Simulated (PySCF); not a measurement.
**SiF (charge +1): density, localisation and related maps**

```xyz
2

Si    0.0000    0.0000   -0.6228
F     0.0000    0.0000    0.9172
```

All numbers below come from PBE0/def2-TZVPPD, non-relativistic Hamiltonian with scalar-relativistic core potentials where named, at a bond length of 1.540 Å (PySCF 2.14.0).

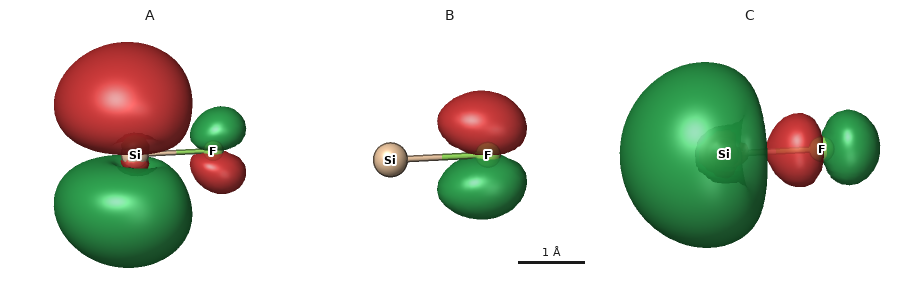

Figure 1. Three frontier orbitals, each drawn at the value that holds 80 % of its norm (green and red are the two phases), in no order; of a degenerate pair one member is drawn.

Q: Name the orbitals and rank them from lowest to highest energy.

A: Orbital B: π, occupied, −20.81 eV; mainly on F (85 %).
Orbital C: σ, occupied, −17.85 eV; mainly on Si (85 %).
Orbital A: π, empty, −9.92 eV; mainly on Si (90 %).

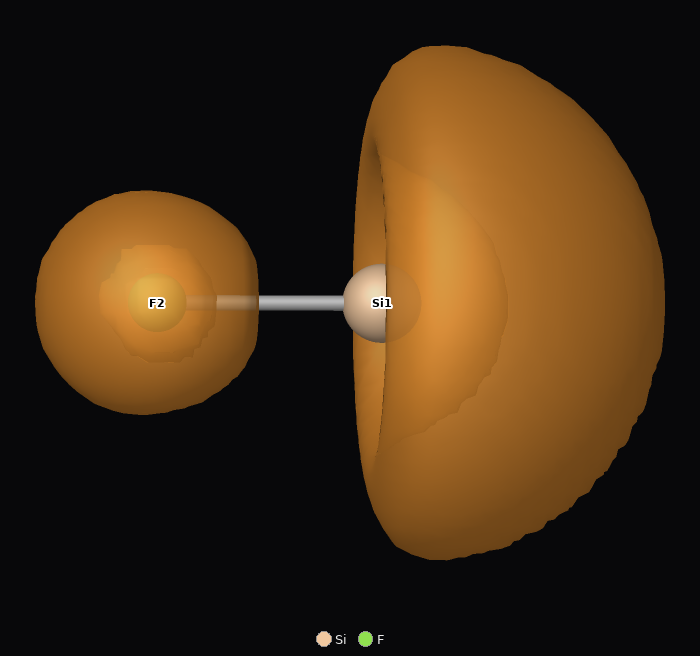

Figure 2. Isosurface of the ELF at 0.75 (orange), seen from one side. Core shells and regions of very low density are left out.

Q: Identify the bonds, lone pairs and shells in this picture.

A: At this value the surface marks out one lobe on Si, pointing away from the bonds (lone pairs) and one region wrapped around F (its lone pairs, merged into a ring or cap). Along the contacts the grid gives the following. Si–F (1.54 Å): the ELF peaks at about 0.85 in the valence shell of F, 0.6 Å from its nucleus, and is about 0.45 at the midpoint.

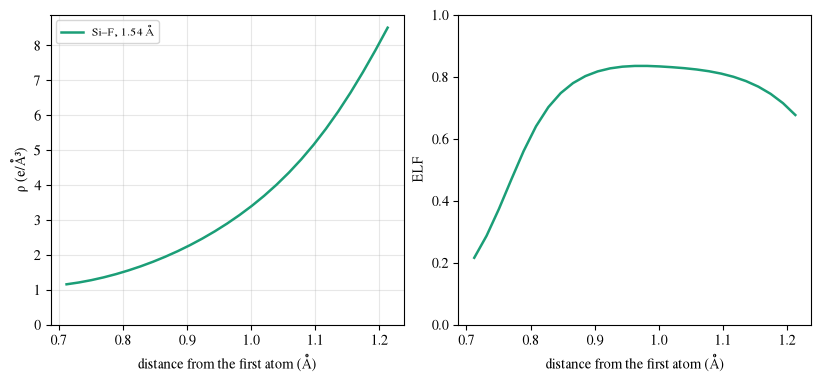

Figure 3. Electron density and ELF along straight lines between neighbouring atoms. The curves leave out the atomic cores.

Q: What can be read from the curves?

A: Si–F (1.54 Å): the density is about 1.4 e/Å³ at the midpoint; the ELF peaks at about 0.85 in the valence shell of F, 0.6 Å from its nucleus, and is about 0.45 at the midpoint.
